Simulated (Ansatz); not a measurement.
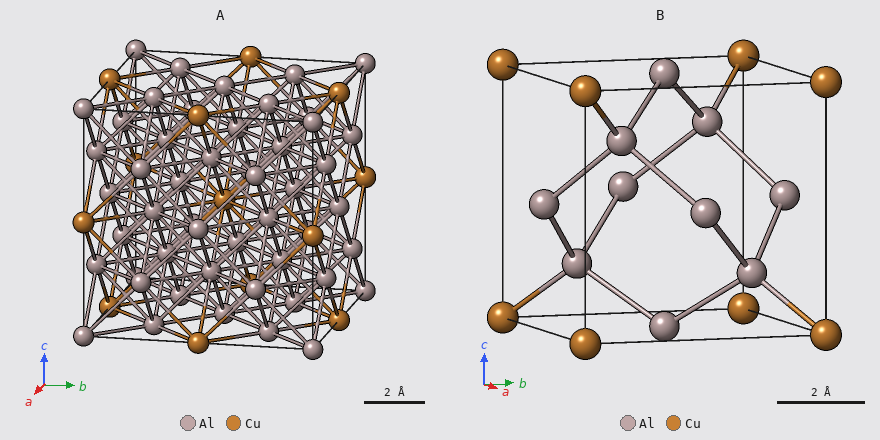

Two structures of Al7Cu, each relaxed to rest (conventional cells in solid outline, small ones repeated, not to one scale). Method: DFT PBE, scalar-relativistic, plane waves, PAW (Ansatz 0.2.0), without spin polarisation.

Question: Name structures A and B.

Answer: A: 32 atoms a cell on a face-centred cubic lattice, Fm-3m. B: 8 atoms a cell on a primitive cubic lattice, P-43m.

Question: Which structure is more stable?

Answer: A is lower, by 725 meV/atom at this level of theory (energies at zero smearing). Volumes: A 15.8, B 25.8 Å³/atom.

One or both may be structure types tried for this composition rather than known phases.
